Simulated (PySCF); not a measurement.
**C3H6N2Si: electronic excitations and core binding energies**

Aim: predict the electronic excitations and core binding energies of C3H6N2Si (`[SiH3]n1cccn1`).

Computed with PySCF 2.14.0, with density-fitted response routines of our own, on a single molecule in the gas phase. Atoms are numbered from 0 throughout.

### 1 The starting structure

12 atoms, charge 0, multiplicity 1; geometry from: GFN2-xTB.

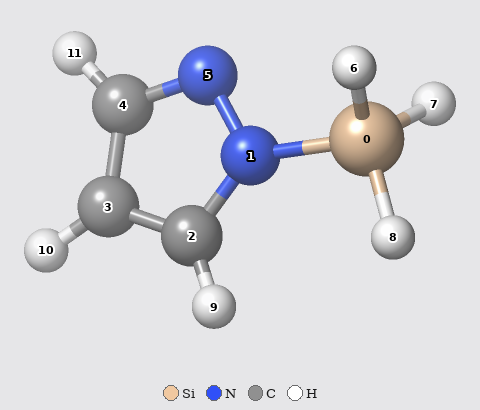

The starting geometry (silicon light orange, nitrogen blue, carbon grey, hydrogen white), atoms numbered.

### 2 Ultraviolet spectrum: CAM-B3LYP/def2-SVPD

What the job is given:

```
{"job": {"kind": "uv", "xc": "CAM-B3LYP", "basis": "def2-SVPD", "nstates": 8, "ntriplets": 3}, "charge": 0, "multiplicity": 1}
Si     2.049078     0.021596    -0.233103
N      0.301519    -0.001400    -0.071187
C     -0.520852     0.111938     0.999722
C     -1.810065     0.023817     0.549266
C     -1.678518    -0.146638    -0.841476
N     -0.415881    -0.159589    -1.196223
H      2.388754     1.145168    -1.099638
H      2.447378    -1.262989    -0.799079
H      2.531004     0.204841     1.136825
H     -0.123789     0.245157     1.985766
H     -2.715106     0.074524     1.118743
H     -2.452324    -0.257110    -1.575643
```

Method: TDDFT CAM-B3LYP/def2-SVPD, vertical, gas phase, core orbitals frozen in the response.

The run is started by

```bash
> OMP_NUM_THREADS=1 python probes_run.py task.json out
```

One launch serves the whole session: the jobs run in the order shown.

What it wrote:

```text
coarse grid: 10728 points
cycle   1  E = -516.4516135719  dE =  1.107e+00  |g| = 3.176e-01  |ddm| = 5.839e+00
cycle   2  E = -516.4606190095  dE = -9.005e-03  |g| = 3.083e-01  |ddm| = 1.388e+00
cycle   3  E = -516.4810968643  dE = -2.048e-02  |g| = 7.708e-02  |ddm| = 5.907e-01
cycle   4  E = -516.4823214741  dE = -1.225e-03  |g| = 2.482e-02  |ddm| = 1.766e-01
cycle   5  E = -516.4824605145  dE = -1.390e-04  |g| = 5.976e-03  |ddm| = 5.819e-02
cycle   6  E = -516.4824700247  dE = -9.510e-06  |g| = 1.294e-03  |ddm| = 1.388e-02
final grid: 99768 points
cycle   7  E = -516.5559196774  dE = -2.107e-05  |g| = 2.662e-03  |ddm| = 7.274e-02
cycle   8  E = -516.5559197089  dE = -3.158e-08  |g| = 2.918e-03  |ddm| = 1.048e-02
cycle   9  E = -516.5559215212  dE = -1.812e-06  |g| = 4.006e-04  |ddm| = 3.884e-03
cycle  10  E = -516.5559215544  dE = -3.318e-08  |g| = 2.098e-04  |ddm| = 8.373e-04
cycle  11  E = -516.5559215649  dE = -1.053e-08  |g| = 4.178e-05  |ddm| = 4.932e-04
cycle  12  E = -516.5559215654  dE = -5.211e-10  |g| = 1.940e-05  |ddm| = 1.201e-04
converged SCF energy = -516.5559215654

Static polarisability (au): isotropic 71.399, principal 52.520 71.644 90.031

Singlet excitations
state   eV       nm        f      main configurations
  1   6.5678    188.8   0.10919   H->L+1 0.73, H-1->L+1 0.15
  2   6.6721    185.8   0.00304   H-2->L+1 0.92
  3   6.8403    181.3   0.01394   H->L 0.90
  4   6.9566    178.2   0.11391   H-1->L+1 0.67, H->L+1 0.17, H->L+4 0.09
  5   7.0431    176.0   0.00131   H-1->L 0.95
  6   7.5566    164.1   0.02938   H->L+2 0.57, H->L+3 0.28
  7   7.7559    159.9   0.01284   H-1->L+2 0.73, H-1->L+3 0.09
  8   7.7878    159.2   0.00006   H->L+3 0.48, H->L+2 0.21, H->L+5 0.17

Triplet excitations (Tamm-Dancoff, eV): 4.6098 5.2808 5.8552
```

Wall time 42 s (1 thread of Arm Neoverse N1, shared host); peak memory 0.74 GiB.

The orbitals next to the gap, with their largest atomic shares:

```tsv
orbital	eV	atoms
HOMO−3	-11.72	Si0 39 %, H8 31 %, H6 13 %
HOMO−2	-9.67	N5 64 %, C4 11 %, N1 10 %
HOMO−1	-8.88	N1 28 %, C4 27 %, N5 16 %
HOMO	-8.56	C3 30 %, C2 25 %, N5 21 %
LUMO	1.07	Si0 42 %, H8 12 %, H7 10 %
LUMO+1	1.23	C2 20 %, N5 20 %, N1 16 %
LUMO+2	1.30	Si0 61 %, H7 10 %, H6 10 %
```

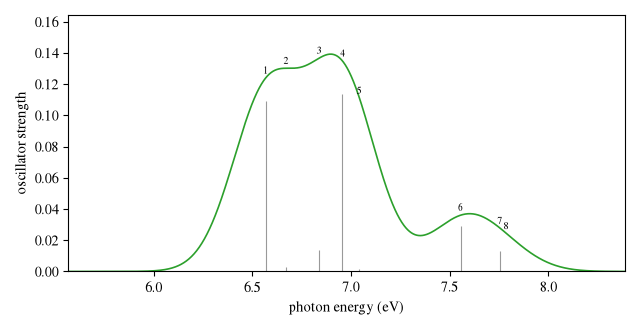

Absorption spectrum from the 8 singlet states computed; above the last one it falls off for lack of states. Lines are broadened to a width of 0.40 eV (Gaussian).

Further results of this job:

```tsv
property	computed
dipole moment (D)	1.98
polarisability (Å³)	10.58
HOMO–LUMO gap (eV)	9.63
−ε(HOMO) (eV)	8.56
```

### 3 X-ray photoelectron lines: SCAN, X2C

Same as in step 2 but for these lines:

```diff
@@ -1,2 +1,2 @@
-{"job": {"kind": "uv", "xc": "CAM-B3LYP", "basis": "def2-SVPD", "nstates": 8, "ntriplets": 3}, "charge": 0, "multiplicity": 1}
+{"job": {"kind": "xps"}, "charge": 0, "multiplicity": 1}
 Si     2.049078     0.021596    -0.233103
```

Method: delta-SCF UKS SCAN, pcX-2 on the ionised atom, pcseg-1 elsewhere, spin-free X2C.

What it wrote:

```text
ground state, core basis on atom 0 (Si), 160 functions
  cycle   1  E = -517.46702269  |g| = 3.81e-01
  cycle   2  E = -517.42583692  |g| = 5.36e-01
  cycle   3  E = -517.50060626  |g| = 1.51e-01
  cycle   4  E = -517.50573425  |g| = 5.85e-02
  cycle   5  E = -517.50655153  |g| = 8.10e-03
  cycle   6  E = -517.50655791  |g| = 6.14e-03
  cycle   7  E = -517.50656647  |g| = 1.59e-03
  cycle   8  E = -517.50656760  |g| = 9.48e-04
  cycle   9  E = -517.50656901  |g| = 1.13e-04
  E(ground) = -517.50759550 Eh
hole in Si 1s of atom 0
  cycle   1  E = -448.55657540  |g| = 4.35e+00
  cycle   2  E = -447.01145259  |g| = 2.57e+00
  cycle   3  E = -442.83802488  |g| = 2.59e+00
  cycle   4  E = -449.51206253  |g| = 4.04e-01
  cycle   5  E = -449.55347811  |g| = 3.13e-01
  cycle   6  E = -449.59662400  |g| = 1.51e-01
  cycle   7  E = -449.60793119  |g| = 4.47e-02
  cycle   8  E = -449.60866584  |g| = 2.02e-02
  cycle   9  E = -449.60884778  |g| = 5.69e-03
  cycle  10  E = -449.60885621  |g| = 4.56e-03
  cycle  11  E = -449.60886726  |g| = 5.79e-04
  cycle  12  E = -449.60886752  |g| = 3.30e-04
  E(ion) = -449.61772250 Eh   <S^2> = 0.7522   hole on atom = 1.000   binding energy = 1847.378 eV
hole in Si 2p of atom 0
  cycle   1  E = -513.21372932  |g| = 1.23e+00
  cycle   2  E = -511.58746627  |g| = 1.67e+00
  cycle   3  E = -513.10505986  |g| = 8.49e-01
  cycle   4  E = -513.49302755  |g| = 2.57e-01
  cycle   5  E = -513.50474549  |g| = 2.37e-01
  cycle   6  E = -513.53082797  |g| = 6.00e-02
  cycle   7  E = -513.53227392  |g| = 2.76e-02
  cycle   8  E = -513.53257426  |g| = 9.25e-03
  cycle   9  E = -513.53260119  |g| = 5.45e-03
  cycle  10  E = -513.53261887  |g| = 6.01e-04
  cycle  11  E = -513.53261907  |g| = 3.21e-04
  E(ion) = -513.54478946 Eh   <S^2> = 0.7518   hole on atom = 1.002   binding energy = 107.833 eV
  2p3/2 = 107.584 eV   2p1/2 = 108.209 eV
ground state, core basis on atom 1 (N), 149 functions
  cycle   1  E = -517.42696279  |g| = 7.60e-02
  cycle   2  E = -517.42699198  |g| = 2.16e-02
  cycle   3  E = -517.42687975  |g| = 3.01e-02
  cycle   4  E = -517.42710896  |g| = 9.53e-03
  cycle   5  E = -517.42712963  |g| = 2.18e-03
  cycle   6  E = -517.42713178  |g| = 2.56e-04
  E(ground) = -517.46782420 Eh
hole in N 1s of atom 1
  cycle   1  E = -501.78136707  |g| = 1.88e+00
  cycle   2  E = -500.33874295  |g| = 2.53e+00
  cycle   3  E = -502.24965813  |g| = 7.23e-01
  cycle   4  E = -502.32921989  |g| = 5.60e-01
  cycle   5  E = -502.49762552  |g| = 1.20e-01
  cycle   6  E = -502.50214285  |g| = 5.15e-02
  cycle   7  E = -502.50310914  |g| = 2.71e-02
  cycle   8  E = -502.50348223  |g| = 7.34e-03
  cycle   9  E = -502.50351337  |g| = 2.16e-03
  cycle  10  E = -502.50351948  |g| = 1.30e-03
  cycle  11  E = -502.50352103  |g| = 8.78e-04
  cycle  12  E = -502.50352186  |g| = 4.93e-04
  E(ion) = -502.54238944 Eh   <S^2> = 0.7706   hole on atom = 1.000   binding energy = 406.142 eV
ground state, core basis on atom 2 (C), 149 functions
  cycle   1  E = -517.41194204  |g| = 5.92e-02
  cycle   2  E = -517.41178193  |g| = 3.26e-02
  cycle   3  E = -517.41153400  |g| = 4.45e-02
  cycle   4  E = -517.41203009  |g| = 5.33e-03
  cycle   5  E = -517.41203771  |g| = 1.63e-03
  cycle   6  E = -517.41203879  |g| = 5.45e-04
  cycle   7  E = -517.41203979  |g| = 9.48e-05
  E(ground) = -517.45517245 Eh
hole in C 1s of atom 2
  cycle   1  E = -506.13456013  |g| = 1.52e+00
  cycle   2  E = -504.75864111  |g| = 2.26e+00
  cycle   3  E = -506.46102363  |g| = 7.30e-01
  cycle   4  E = -506.59578090  |g| = 4.96e-01
  cycle   5  E = -506.71040387  |g| = 9.88e-02
  cycle   6  E = -506.71337136  |g| = 4.59e-02
  cycle   7  E = -506.71424773  |g| = 1.98e-02
  cycle   8  E = -506.71441677  |g| = 1.19e-02
  cycle   9  E = -506.71450921  |g| = 3.80e-03
  cycle  10  E = -506.71453996  |g| = 3.19e-03
  cycle  11  E = -506.71456664  |g| = 1.80e-03
  cycle  12  E = -506.71458291  |g| = 9.62e-04
  cycle  13  E = -506.71458765  |g| = 4.44e-04
  E(ion) = -506.75592702 Eh   <S^2> = 0.7875   hole on atom = 1.000   binding energy = 291.141 eV
ground state, core basis on atom 3 (C), 149 functions
  cycle   1  E = -517.41136518  |g| = 6.08e-02
  cycle   2  E = -517.41105771  |g| = 4.32e-02
  cycle   3  E = -517.41120720  |g| = 3.52e-02
  cycle   4  E = -517.41149872  |g| = 1.11e-02
  cycle   5  E = -517.41152751  |g| = 7.14e-04
  cycle   6  E = -517.41152695  |g| = 2.73e-04
  E(ground) = -517.45453703 Eh
hole in C 1s of atom 3
  cycle   1  E = -506.17323143  |g| = 1.52e+00
  cycle   2  E = -505.17723832  |g| = 2.02e+00
  cycle   3  E = -506.52239852  |g| = 6.79e-01
  cycle   4  E = -506.62224188  |g| = 5.09e-01
  cycle   5  E = -506.74721941  |g| = 7.89e-02
  cycle   6  E = -506.74929630  |g| = 3.11e-02
  cycle   7  E = -506.74972556  |g| = 1.44e-02
  cycle   8  E = -506.74982942  |g| = 6.59e-03
  cycle   9  E = -506.74986528  |g| = 2.67e-03
  cycle  10  E = -506.74988401  |g| = 1.48e-03
  cycle  11  E = -506.74989156  |g| = 6.99e-04
  cycle  12  E = -506.74989458  |g| = 6.70e-04
  cycle  13  E = -506.74989393  |g| = 2.37e-04
  E(ion) = -506.79204202 Eh   <S^2> = 0.7777   hole on atom = 1.000   binding energy = 290.141 eV
ground state, core basis on atom 4 (C), 149 functions
  cycle   1  E = -517.41296291  |g| = 6.02e-02
  cycle   2  E = -517.41277566  |g| = 3.64e-02
  cycle   3  E = -517.41287306  |g| = 3.04e-02
  cycle   4  E = -517.41309186  |g| = 7.10e-03
  cycle   5  E = -517.41310544  |g| = 9.48e-04
  cycle   6  E = -517.41310469  |g| = 1.36e-04
  E(ground) = -517.45589412 Eh
hole in C 1s of atom 4
  cycle   1  E = -506.15424943  |g| = 1.52e+00
  cycle   2  E = -505.06567820  |g| = 2.07e+00
  cycle   3  E = -506.53641123  |g| = 6.31e-01
  cycle   4  E = -506.60614022  |g| = 5.09e-01
  cycle   5  E = -506.72268141  |g| = 1.23e-01
  cycle   6  E = -506.72542964  |g| = 8.51e-02
  cycle   7  E = -506.72903968  |g| = 1.94e-02
  cycle   8  E = -506.72923111  |g| = 8.19e-03
  cycle   9  E = -506.72927629  |g| = 3.28e-03
  cycle  10  E = -506.72928837  |g| = 2.29e-03
  cycle  11  E = -506.72929872  |g| = 1.14e-03
  cycle  12  E = -506.72930300  |g| = 5.71e-04
  cycle  13  E = -506.72930476  |g| = 2.71e-04
  E(ion) = -506.76997303 Eh   <S^2> = 0.7793   hole on atom = 1.000   binding energy = 290.779 eV
ground state, core basis on atom 5 (N), 149 functions
  cycle   1  E = -517.42274679  |g| = 7.50e-02
  cycle   2  E = -517.42262507  |g| = 3.25e-02
  cycle   3  E = -517.42255755  |g| = 3.72e-02
  cycle   4  E = -517.42285566  |g| = 6.66e-03
  cycle   5  E = -517.42286383  |g| = 1.55e-03
  cycle   6  E = -517.42286451  |g| = 2.74e-04
  E(ground) = -517.46457089 Eh
hole in N 1s of atom 5
  cycle   1  E = -501.82442026  |g| = 1.86e+00
  cycle   2  E = -500.38278290  |g| = 2.50e+00
  cycle   3  E = -502.29255580  |g| = 7.21e-01
  cycle   4  E = -502.39349663  |g| = 5.19e-01
  cycle   5  E = -502.54073325  |g| = 1.12e-01
  cycle   6  E = -502.54547892  |g| = 3.38e-02
  cycle   7  E = -502.54598826  |g| = 1.22e-02
  cycle   8  E = -502.54605733  |g| = 7.43e-03
  cycle   9  E = -502.54608894  |g| = 4.25e-03
  cycle  10  E = -502.54611251  |g| = 1.77e-03
  cycle  11  E = -502.54612513  |g| = 1.38e-03
  cycle  12  E = -502.54613131  |g| = 9.69e-04
  cycle  13  E = -502.54613409  |g| = 4.48e-04
  E(ion) = -502.58622759 Eh   <S^2> = 0.7796   hole on atom = 1.000   binding energy = 404.860 eV
```

It took 1.9 min on 1 thread of Arm Neoverse N1, shared host; peak memory 0.5 GiB.

Binding energies by hole, beside the orbital energy of the ground state; the difference holds orbital relaxation and, for a density functional, its self-interaction error:

```tsv
hole	stands for	environment	ΔSCF (eV; 2p as the shell's mean)	−ε (eV)	⟨S²⟩
Si1s on Si0	Si0	silicon bonded to N, 3 H	1847.38	1794.0	0.752
Si2p on Si0	Si0	silicon bonded to N, 3 H	107.79	96.9	0.752
N1s on N1	N1	pyrrole-type ring nitrogen	406.14	387.6	0.771
C1s on C2	C2	aromatic CH next to a ring nitrogen	291.14	274.5	0.788
C1s on C3	C3	aromatic CH	290.14	273.5	0.778
C1s on C4	C4	aromatic CH next to a ring nitrogen	290.78	274.0	0.779
N1s on N5	N5	pyridine-type nitrogen of an azole	404.86	386.3	0.780
```

With the spin-orbit splitting: Si0 2p3/2 107.58, 2p1/2 108.21 eV. The table gives each 2p level as the mean over the whole 2p shell (two parts 2p3/2, one part 2p1/2), which differs a little from the single hole in the log.

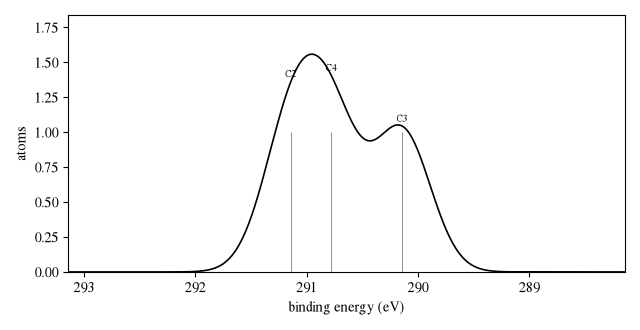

The C1s photoelectron lines, weighted by the number of atoms. Lines are broadened to a width of 0.60 eV (Gaussian).

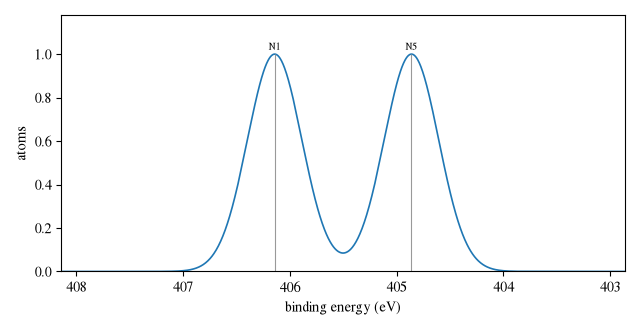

The N1s photoelectron lines, weighted by the number of atoms. Lines are broadened to a width of 0.60 eV (Gaussian).

### 4 Results

| quantity | value |
| --- | --- |
| lowest singlet (CAM-B3LYP/def2-SVPD) | 6.57 eV (189 nm), f = 0.109 |
| brightest single state of those computed | state 4, 6.96 eV, f = 0.114 |
| lowest triplet | 4.61 eV |
| C1s binding energies, SCAN/pcX-2 | C2 291.14, C4 290.78, C3 290.14 eV |
| N1s binding energies, SCAN/pcX-2 | N1 406.14, N5 404.86 eV |
| Si1s binding energies, SCAN/pcX-2 | Si0 1847.38 eV |
| Si2p binding energies, SCAN/pcX-2 | Si0 107.79 eV |

**Reading.** The first singlet state (HOMO→LUMO+1 0.73, HOMO−1→LUMO+1 0.15) lies at 6.57 eV and is bright; of the 8 states computed, the strongest absorption comes from state 4 at 6.96 eV. The lowest triplet lies 1.96 eV below the lowest singlet (triplets in Tamm-Dancoff, singlets in full TDDFT). The C1s levels kept as sound span 1.00 eV, from C3 (aromatic CH) up to C2 (aromatic CH next to a ring nitrogen). The N1s levels kept as sound span 1.28 eV, from N5 (pyridine-type nitrogen of an azole) up to N1 (pyrrole-type ring nitrogen).
